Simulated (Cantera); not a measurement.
Input: 1 mol CH3F, 1.5 mol HCl, 2.6 mol H2, at 0.0133 bar.

Method: chemical equilibrium by Gibbs-energy minimisation in Cantera with the NASA 1993 tables (ideal gas, pure condensed phases). Candidate condensed phases: C, C6H6, C7H8, C8H18; 135 gas species. Ions and electrons are included (thermal ionisation). The tables' values for CCl are old estimates; treat these amounts as uncertain. Kinetics and transport are ignored.

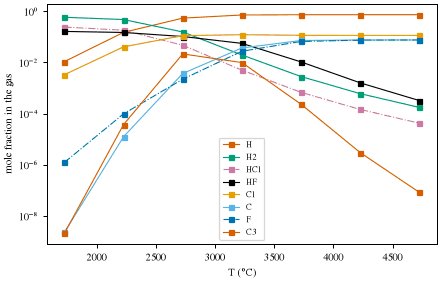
Figure: Equilibrium gas composition (values under 1e-9 drawn at 1e-9)

Read off the mole fractions at 3727 °C.

H about 0.73, Cl about 0.11, C about 0.072, F about 0.066, HF about 0.010, H2 about 0.0028, HCl about 0.00068, C3 about 0.00023.
